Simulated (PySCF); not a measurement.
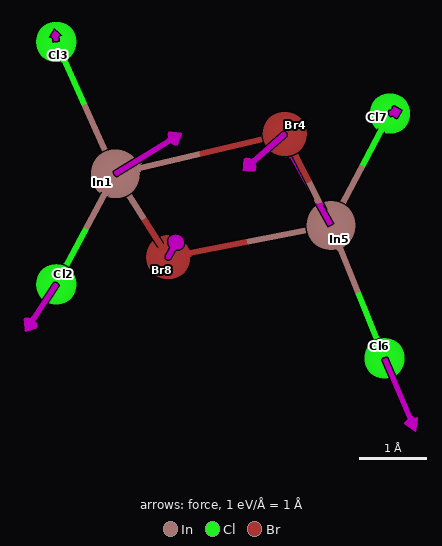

Starting geometry of In2Br2Cl4 with the computed forces as purple arrows. A ball-and-stick model, seen at a tilt.

The start comes from GFN2-xTB. Its atoms were then displaced at random by about 0.03 Å.

The calculation used PBE0-D3(BJ)/def2-SVP geometry optimisation, gas phase in PySCF. 

> What follows when this structure is relaxed?

It isn't relaxed: the largest force vector, on In atoms, is 1.47 eV/Å. The final displacements follow the starting forces only in part (cosine between the two patterns 0.45). Br4 moves most after the best rigid fit: 0.22 Å. Largest moves by element: Br 0.22 Å, Cl 0.17 Å, In 0.07 Å. Some distances before and after: In1–Br8 2.797 → 2.654 Å, Br4–In5 2.775 → 2.654 Å, In1–Br4 2.769 → 2.655 Å, In5–Cl6 2.242 → 2.317 Å. Bond angles that change, for instance: Br4–In5–Br8 100.2° → 92.8°, In1–Br4–In5 80.5° → 87.2°, Cl3–In1–Br8 100.9° → 107.4°. Over 27 geometry steps the energy falls by 6.95 kcal/mol. Cost: 14 min on 1 thread of Arm Neoverse V2, with other jobs on the host.
